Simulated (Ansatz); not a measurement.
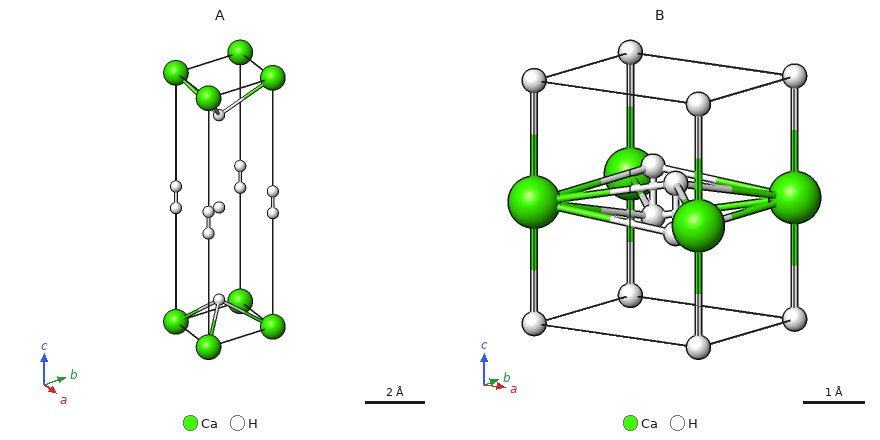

Two structures of CaH5, each relaxed to rest (conventional cells in solid outline, small ones repeated, not to one scale). Method: DFT PBE, scalar-relativistic, plane waves, PAW in Ansatz 0.2.0, without spin polarisation.

State the structure in each panel.

A: 6 atoms a cell on a primitive hexagonal lattice, P-6m2. B: 6 atoms a cell on a primitive hexagonal lattice, P6/mmm.

Which of the two does the method prefer?

B is lower, by 319 meV/atom at this level of theory (energies at zero smearing). Volumes: A 14.8, B 11.0 Å³/atom.

One or both may be structure types tried for this composition rather than known phases.
